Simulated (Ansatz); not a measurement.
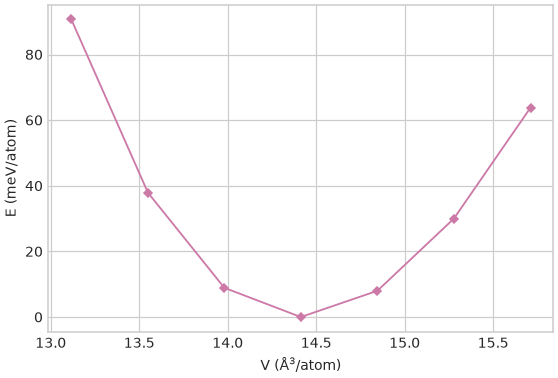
AlIr in space group Cmcm (No. 63; Al on 4c, Ir on 4c) under volume change, plane-wave PAW PBEsol (Ansatz code), shape and atoms relaxed at each volume.

**Question.** What does a third-order Birch–Murnaghan fit give for V₀, B₀ and B′?

**Answer.** V₀ = 14.41 Å³/atom, B₀ = 207 GPa, B′ = 4.8.

The start of the workflow was typed in or built on a structure type; neither database checked (COD, Materials Project) lists it. Whether it is the stable phase at ambient conditions was not checked. The PBEsol relaxation kept the symmetry of its start; whether a distortion lowers the energy is not shown. No spin polarisation was allowed. Spin–orbit coupling is left out wherever it is not named.

Potentials: the later of the program's two PAW sets.
